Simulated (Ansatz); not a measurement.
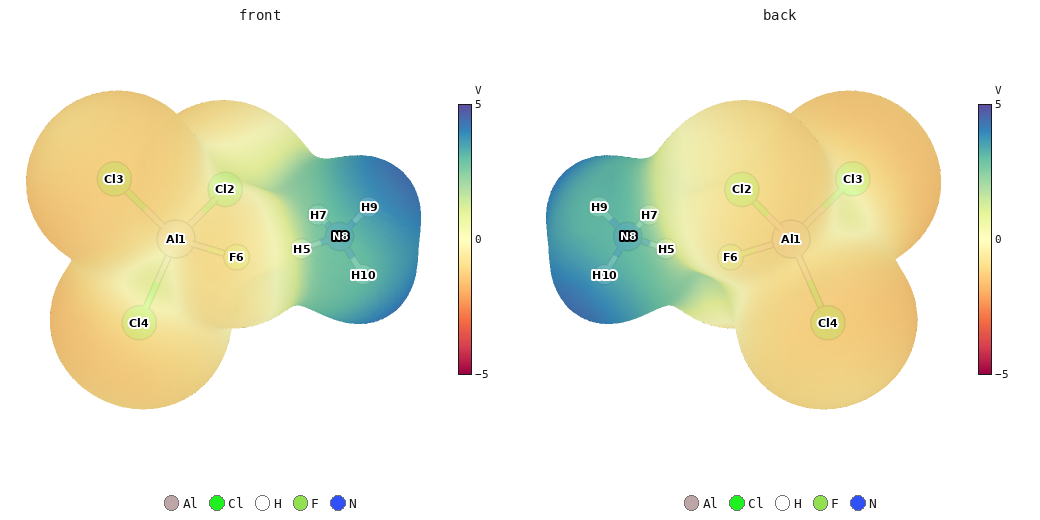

AlCl₃F···NH₄. The electrostatic potential painted on the density surface at 0.002 e/bohr³, seen from the front and from behind; the colour scale runs from red (negative) to blue (positive).

Theory: UKS B3LYP/6-31G* in Ansatz.

```xyz
10

Al   -1.0615    0.1573   -1.4334
Cl   -0.8028   -1.7860   -0.3828
Cl   -0.5852   -0.0447   -3.4960
Cl   -2.9671    0.9853   -0.9496
H     0.7974    0.5755    0.6061
F     0.1537    1.1235   -0.6510
H     0.5623   -0.9588    1.1615
N     1.0718   -0.0829    1.4075
H     2.0804   -0.2464    1.4290
H     0.7509    0.2773    2.3086
```

Describe the electrostatic potential map.

Answer. The most negative region (about −1.5 V) lies over Cl3 and Cl4, the most positive (about +4.3 V) over H9 and H10.
